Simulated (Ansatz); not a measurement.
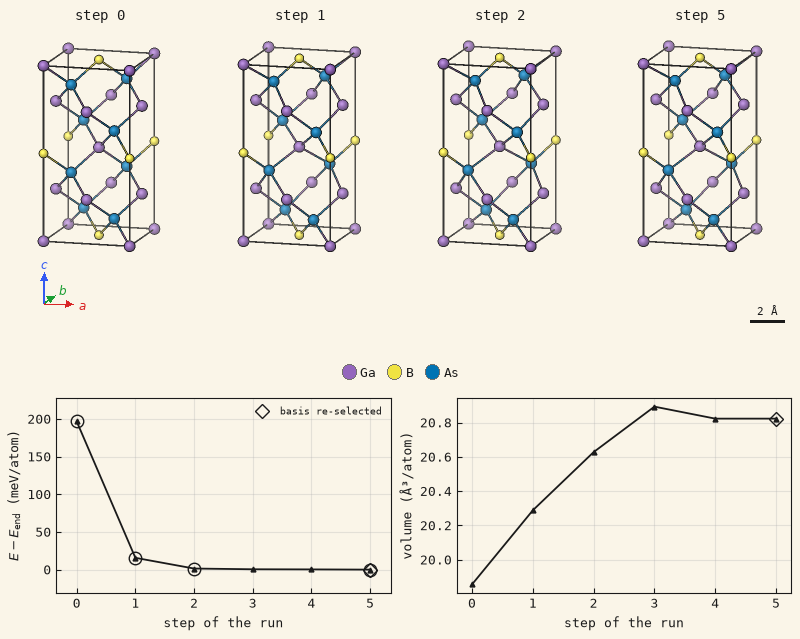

Frames of a relaxation of a crystal of Ga3BAs4 (a generated structure, set up in I-42m) (coarse preliminary run), marked on the history of the run. Style: ball-and-stick. Shown: the conventional cell (2 times the calculation's cell), slightly off an axis. Lengths and directions refer to the drawn axes.

All numbers below come from Ansatz 0.2.0, DFT PBE, scalar-relativistic, plane waves, PAW. (plane-wave cutoff 420 eV; k-point mesh 4 × 4 × 4; occupations gaussian; smearing width 0.1 eV; no spin polarisation; cell and atoms relaxed; force threshold 0.04 eV/Å; at most 70 steps)

Question: Describe the path.

Answer: The largest moves relative to the cell, 0.26 Å, are those of As atoms. Ga and B stay in place. The drawn cell changes as follows: a = b 5.416 → 5.516 Å (+1.9 %), c 10.832 → 10.948 Å (+1.1 %); the volume changes by +4.9 %. Near-neighbour distances that change, for instance: As–B 2.345 → 2.129 Å, As–Ga 2.345 → 2.517 Å, As–Ga 2.345 → 2.460 Å. Bond angles that change, for instance: As–Ga–As 109.5° → 120.1°, Ga–As–Ga 109.5° → 102.6°, Ga–As–B 109.5° → 115.5°. The space group stays I-42m (No. 121). Over 4 accepted moves (5 points after the start) the energy falls by 197 meV per atom. The largest force component goes from 1.6 to 0.0014 eV/Å. Pressure: 6.80 GPa at the start and 0.00 GPa at the end. The SCF was repeated once at an unchanged geometry on a basis and grid sized afresh for the cell, which shifted the energy by 0.3 meV per atom at most. Cost: 2.5 min on 1 thread of Intel(R) Xeon(R) Processor @ 2.50GHz (Skylake/Cascade Lake), with other jobs on the host, peak memory 0.49 GiB. From step 0 to 1: As atoms move most (0.20 Å), volume +2.2 %, energy −181 meV per atom. From step 1 to 2: As atoms move most (0.08 Å), volume +1.7 %, energy −14.2 meV per atom. From step 2 to 5: As atoms move most (0.02 Å), volume +0.9 %, energy −1.4 meV per atom.

```tsv
step	E − E(0), meV/atom	largest force component, eV/Å	pressure, GPa	volume, Å³/atom	note
0	0.00	1.5712	6.80	19.856	
1	-181.03	0.5241	2.13	20.288	
2	-195.25	0.1247	0.73	20.628	
3	-196.21	0.0643	-0.26	20.893	
4	-196.39	0.0014	-0.01	20.823	
5	-196.69	0.0014	0.00	20.823	same geometry, new basis
```
